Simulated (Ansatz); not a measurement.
The starting structures come from a database of crystals and need not be the phases stable at ambient conditions.

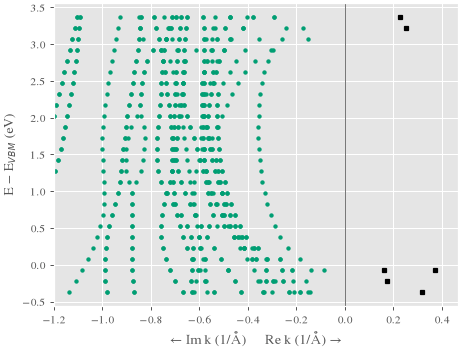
*Complex bands at the centre of the two-dimensional zone; PBEsol run with Ansatz (an electronic-structure program)*

No gap correction and no spin-orbit coupling; mid-gap values are interpolated between computed energies.

Question: This is Y₆WO₁₂ (R-3, not sure to be the ambient phase, 19 atoms a cell, 13.5 Å³ an atom, -3 GPa at this level) along the normal of (110). Read off the slowest decay at the centre of the two-dimensional zone at 1.57 eV, the computed energy nearest the middle of the gap.

Answer: κ ≈ 0.35 1/Å, a decay length 1/(2κ) of the density of 1.4 Å.
